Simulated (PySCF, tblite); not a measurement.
# Ga₁₄N₁₅H₁₅: electronic excitations

Wanted: electronic excitations for Ga₁₄N₁₅H₁₅.

Computed with tblite 0.8.0 and PySCF 2.14.0 and routines of our own; the level stands in each step. Atoms count from 0.

## 1. The starting structure

44 atoms, charge 0, multiplicity 1; geometry from: force field, distance geometry or constructed start.

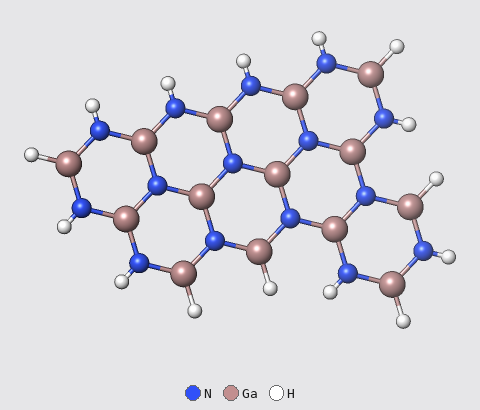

The starting geometry (nitrogen blue, gallium pink, hydrogen white); sticks join atoms by distance alone.

## 2. Relaxing the molecule with GFN2-xTB

Job settings and geometry (Å):

```
{"job": {"kind": "relax", "xc": "GFN2-xTB", "basis": "xTB"}, "charge": 0, "multiplicity": 1}
N      5.294700    -1.603200    -0.001600
Ga     3.684500    -0.673800    -0.006900
N      2.090700    -1.603700     0.001000
Ga     2.084800    -3.447000    -0.006200
N      3.686700    -4.377600     0.003400
Ga     5.286500    -3.451900    -0.002600
N      2.085600     3.950300    -0.003300
Ga     0.486800     4.876300     0.001500
N     -1.116000     3.946500    -0.000400
Ga    -1.121500     2.097800     0.001600
N      0.481300     1.172400    -0.002100
Ga     2.083000     2.096600    -0.000000
N      0.480000     6.724300     0.005000
Ga    -1.116500     7.648000    -0.002700
N     -2.723100     6.728700     0.000200
Ga    -2.722800     4.874200     0.006300
N      3.688100     1.175500     0.000900
Ga     0.482300    -0.679800    -0.001000
N     -1.119300    -1.599600     0.002500
Ga    -1.115900    -3.450500     0.002700
N      0.481100    -4.372600     0.001500
N     -4.323900     3.950100    -0.000200
Ga    -4.319600     2.103200     0.006600
N     -2.725100     1.169300    -0.001500
N     -2.720400    -4.373800     0.000900
Ga    -2.727000    -6.227300     0.002500
N     -1.118000    -7.149100    -0.000700
Ga     0.482800    -6.225800     0.001200
Ga    -2.720300    -0.676000    -0.002000
H      6.191600    -1.081000     0.003400
H      3.691300    -5.415800    -0.001100
H      6.630300    -4.225100     0.000200
H      2.985200     4.468700    -0.001900
H      1.386200     7.242300     0.003700
H     -1.117500     9.200400    -0.003300
H     -3.621100     7.245800    -0.002900
H      4.587600     1.693700    -0.004100
H     -5.222800     4.471100    -0.002600
H     -5.664300     1.319700    -0.000100
H     -3.626400    -3.853000     0.001200
H     -4.063300    -7.003700     0.003800
H     -1.112800    -8.197000     0.003700
H      1.830600    -7.000400    -0.003600
H     -4.060600    -1.451900    -0.001800
```

On the command line:

```bash
> OMP_NUM_THREADS=2 python large_run.py task.json out
```

The driver reads the jobs from task.json and runs them one after another.

What it wrote:

```text
step      E/eV     max force
  0   -1863.32048    1.060
  1   -1863.40360    0.230
  2   -1863.41740    0.269
  3   -1863.44252    0.192
  4   -1863.44961    0.195
  5   -1863.46201    0.167
  6   -1863.46692    0.138
  7   -1863.47147    0.132
  8   -1863.47456    0.106
  9   -1863.47676    0.093
 10   -1863.47802    0.081
 11   -1863.47904    0.051
 12   -1863.47996    0.057
 13   -1863.48077    0.063
 14   -1863.48137    0.055
 15   -1863.48181    0.039
 16   -1863.48216    0.038
 17   -1863.48249    0.044
 18   -1863.48280    0.041
 19   -1863.48307    0.034
 20   -1863.48325    0.033
 21   -1863.48339    0.024
 22   -1863.48352    0.026
 23   -1863.48366    0.027
 24   -1863.48380    0.025
 25   -1863.48391    0.017
```

Wall time 3.7 s (2 threads of Arm Neoverse N1, shared host); peak memory 0.16 GiB.

Along the way:

```
step  energy from step 0 (eV)  largest force (eV/Å)
   0                   0.0000                1.0593
   1                  -0.0831                0.2299
   2                  -0.0969                0.2681
   3                  -0.1220                0.1910
   4                  -0.1291                0.1949
   5                  -0.1415                0.1665
   6                  -0.1464                0.1380
   7                  -0.1510                0.1319
   8                  -0.1541                0.1054
   9                  -0.1563                0.0932
  10                  -0.1575                0.0814
  11                  -0.1586                0.0507
  12                  -0.1595                0.0573
  13                  -0.1603                0.0629
  15                  -0.1613                0.0397
  16                  -0.1617                0.0385
  17                  -0.1620                0.0438
  18                  -0.1623                0.0407
  19                  -0.1626                0.0349
  21                  -0.1629                0.0242
  22                  -0.1630                0.0256
  23                  -0.1632                0.0275
  24                  -0.1633                0.0242
  25                  -0.1634                0.0175
```

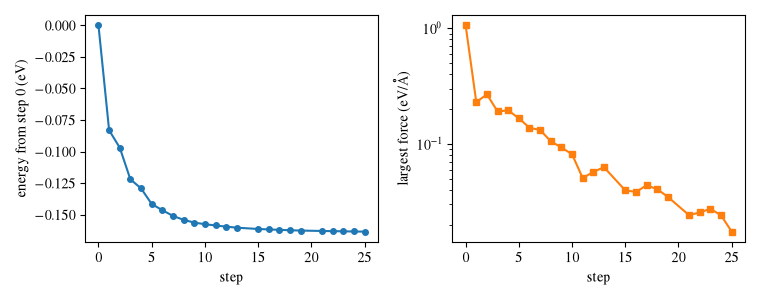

Energy and force, step by step.

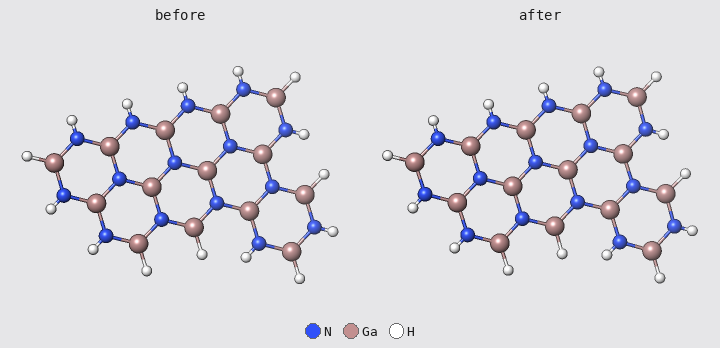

The geometry before (left) and after (right).

Distances of close pairs at the start and the end, largest changes first:

```
   bond  before (Å)  after (Å)  change (Å)
N26–H41       1.048      1.018      -0.030
N24–H39       1.045      1.018      -0.027
N12–H33       1.044      1.016      -0.027
 N6–H32       1.038      1.015      -0.024
N16–H36       1.038      1.015      -0.023
N21–H37       1.039      1.016      -0.023
 N0–H29       1.038      1.016      -0.021
 N4–H30       1.038      1.018      -0.020
```

The end geometry stands in the next job.

## 3. Electronic excitations: TDDFT PBE/def2-SVP

Job settings and geometry (Å):

```
{"job": {"kind": "uv", "basis": "def2-SVP", "grid": 1, "kgrid": 0, "vcut": null, "nstates": 6, "ntriplets": 2, "tda": false, "delta": ["ip_vertical"], "pop": true, "xc": "PBE"}, "charge": 0, "multiplicity": 1}
N      5.258745    -1.628697    -0.004044
Ga     3.675771    -0.675808    -0.001684
N      2.079432    -1.591975    -0.002543
Ga     2.069632    -3.430901    -0.000597
N      3.677378    -4.340517     0.000793
Ga     5.287823    -3.461588    -0.000543
N      2.060979     3.928920    -0.006266
Ga     0.479109     4.866855     0.001459
N     -1.116132     3.944841     0.002175
Ga    -1.113821     2.101061     0.000370
N      0.477495     1.173857    -0.001614
Ga     2.070111     2.090314    -0.001595
N      0.450544     6.715276     0.004960
Ga    -1.116581     7.668161    -0.000105
N     -2.687012     6.717111    -0.000268
Ga    -2.711750     4.868154     0.000909
N      3.658577     1.162681     0.004636
Ga     0.488585    -0.665774    -0.000289
N     -1.104925    -1.586752     0.001904
Ga    -1.082239    -3.430559     0.000774
N      0.487720    -4.386950     0.000125
N     -4.299806     3.912490     0.001142
Ga    -4.318871     2.076979     0.000700
N     -2.711524     1.176989     0.000050
N     -2.672426    -4.366391     0.001245
Ga    -2.723314    -6.203423     0.002299
N     -1.114043    -7.103798     0.001291
Ga     0.504113    -6.226132    -0.000503
Ga    -2.688307    -0.663980     0.000019
H      6.122505    -1.092907     0.001875
H      3.642141    -5.357668    -0.000962
H      6.622439    -4.243540    -0.000041
H      2.943538     4.429267     0.000531
H      1.346966     7.194406     0.002425
H     -1.116507     9.214113    -0.003717
H     -3.583250     7.196905    -0.001912
H      4.534910     1.673915    -0.006181
H     -5.167604     4.440996    -0.000185
H     -5.650832     1.284639     0.001392
H     -3.537421    -3.830457     0.001702
H     -4.070236    -6.971430     0.003810
H     -1.119059    -8.121451     0.002529
H      1.832643    -7.030235    -0.002860
H     -4.061993    -1.412207    -0.001997
```

Method: TDDFT PBE/def2-SVP, vertical, gas phase, core orbitals frozen in the response.

What it wrote:

```text
start: PBE on a coarse grid of 203443 points
cycle   1  E = -27768.2522271795  dE = -2.449e+00  |g| = 3.315e+00  |ddm| = 9.133e+00
cycle   2  E = -27759.9963742977  dE =  8.256e+00  |g| = 6.706e+00  |ddm| = 8.396e+00
cycle   3  E = -27769.6389004495  dE = -9.643e+00  |g| = 1.162e+00  |ddm| = 7.055e+00
cycle   4  E = -27769.9703016249  dE = -3.314e-01  |g| = 2.352e-01  |ddm| = 1.192e+00
cycle   5  E = -27769.9616351827  dE =  8.666e-03  |g| = 2.736e-01  |ddm| = 4.520e-01
cycle   6  E = -27769.9803580212  dE = -1.872e-02  |g| = 4.186e-02  |ddm| = 2.638e-01
cycle   7  E = -27769.9807815835  dE = -4.236e-04  |g| = 2.350e-02  |ddm| = 6.635e-02
cycle   8  E = -27769.9809201600  dE = -1.386e-04  |g| = 6.654e-03  |ddm| = 2.404e-02
final grid: 203443 points
cycle   9  E = -27769.9808560268  dE =  6.413e-05  |g| = 1.701e-02  |ddm| = 2.059e-02
cycle  10  E = -27769.9803518000  dE =  5.042e-04  |g| = 4.932e-02  |ddm| = 5.536e-02
cycle  11  E = -27769.9809265659  dE = -5.748e-04  |g| = 4.708e-03  |ddm| = 4.219e-02
cycle  12  E = -27769.9809305829  dE = -4.017e-06  |g| = 9.622e-04  |ddm| = 4.514e-03
cycle  13  E = -27769.9809363991  dE = -5.816e-06  |g| = 2.018e-04  |ddm| = 1.068e-03
cycle  14  E = -27769.9809371944  dE = -7.952e-07  |g| = 5.513e-05  |ddm| = 1.982e-04
converged SCF energy = -27769.9809371944

Static polarisability (au): isotropic 492.888, principal 242.221 547.742 688.701

Singlet excitations
state   eV       nm        f      main configurations
  1   3.4140    363.2   0.00000   H->L 1.00
  2   3.5432    349.9   0.00000   H-1->L 1.00
  3   3.6671    338.1   0.00000   H-2->L 1.00
  4   3.7389    331.6   0.00001   H-3->L 1.00
  5   3.8730    320.1   0.00003   H-4->L 0.99
  6   3.9652    312.7   0.00000   H-5->L 0.99

Triplet excitations (Tamm-Dancoff, eV): 3.3497 3.4826
```

Run time: 3.8 min. Hardware: 2 threads of Arm Neoverse N1, shared host; peak memory 1.7 GiB.

Warnings kept with the result: ip_vertical: open-shell SCF did not converge.

Frontier orbitals and where they lie:

```
orbital     eV                            atoms
 HOMO−4  -5.69      N2 23 %, N14 15 %, N10 14 %
 HOMO−3  -5.56      N21 16 %, N4 11 %, N20 11 %
 HOMO−2  -5.50     N24 36 %, N26 17 %, N18 14 %
 HOMO−1  -5.37      N12 15 %, N0 13 %, N14 12 %
   HOMO  -5.24       N16 21 %, N6 18 %, N4 11 %
   LUMO  -1.85      Ga17 9 %, Ga9 8 %, Ga11 7 %
 LUMO+1  -1.25       Ga15 8 %, Ga3 8 %, Ga7 7 %
 LUMO+2  -0.98  Ga27 44 %, Ga25 20 %, Ga28 19 %
 LUMO+3  -0.89  Ga28 41 %, Ga25 13 %, Ga22 12 %
```

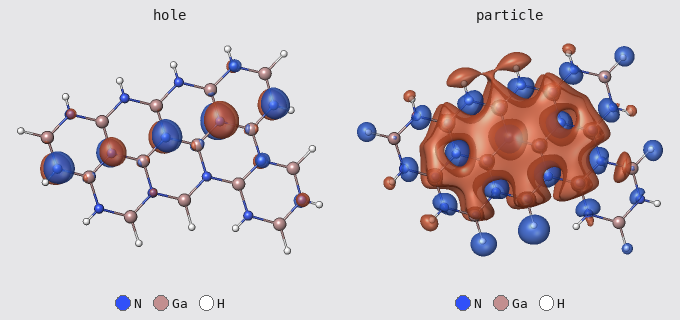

Leading natural transition orbitals of singlet state 5: the electron leaves the hole (left) for the particle orbital (right).

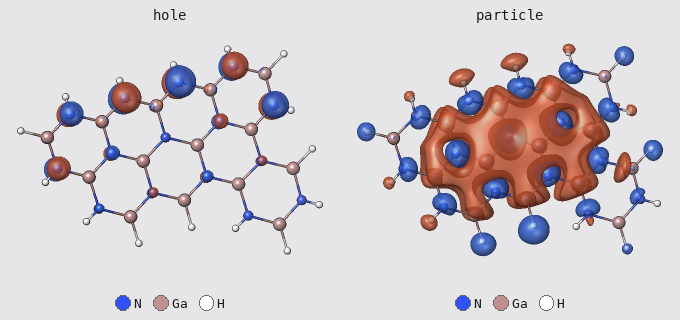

Leading natural transition orbitals of singlet state 1: the electron leaves the hole (left) for the particle orbital (right).

Ground-state properties from the same run:

```
           property  computed
  dipole moment (D)      2.05
polarisability (Å³)     73.04
 HOMO–LUMO gap (eV)      3.39
      −ε(HOMO) (eV)      5.24
```

The fields below are evaluated on a grid from the run's orbitals.

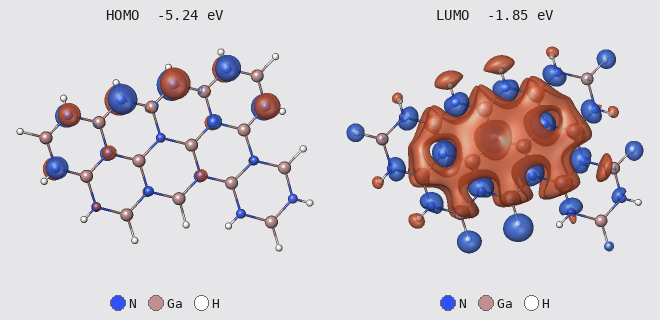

PBE/def2-SVP orbitals near the gap, drawn at the value that encloses 70 % of each; the two colours are the two signs.

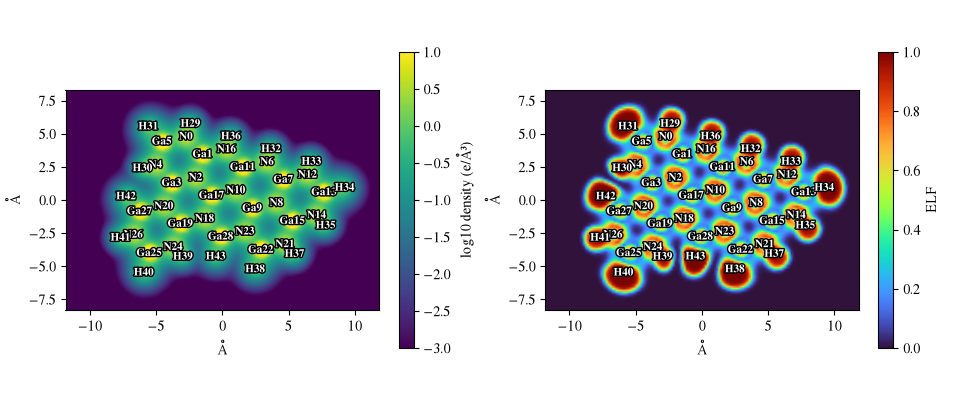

Density (left) and ELF (right) in a plane through or near 44 of the atoms.

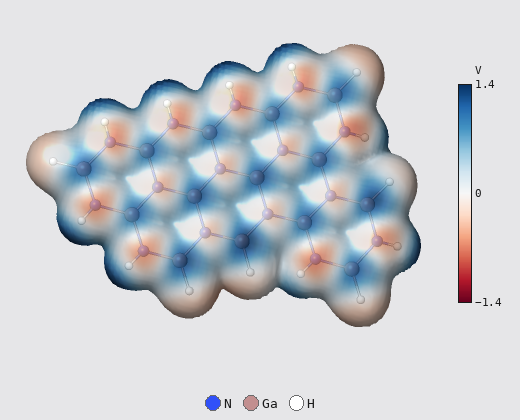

Electrostatic potential on the surface of density 0.002 e/bohr³; red is low, blue high. It runs from -0.64 V near N4 to 1.40 V near H32.

## 4. What came out

```
                                quantity                        value
           lowest singlet (PBE/def2-SVP)  3.41 eV (363 nm), f = 0.000
brightest single state of those computed  state 5, 3.87 eV, f = 0.000
                          lowest triplet                      3.35 eV
   surface potential, least and greatest           -0.64 V and 1.40 V
```

**Reading.** The first singlet state (HOMO→LUMO 1.00) lies at 3.41 eV and is dark. The lowest triplet lies 0.06 eV below the lowest singlet (triplets in Tamm-Dancoff, singlets in full TDDFT). By nearest atom (PBE/def2-SVP), the HOMO sits on N6, N16 about 19 % each; N0, N4 about 11 % each and the LUMO on Ga9, Ga17 about 8 % each; N2, N10 about 5 % each.
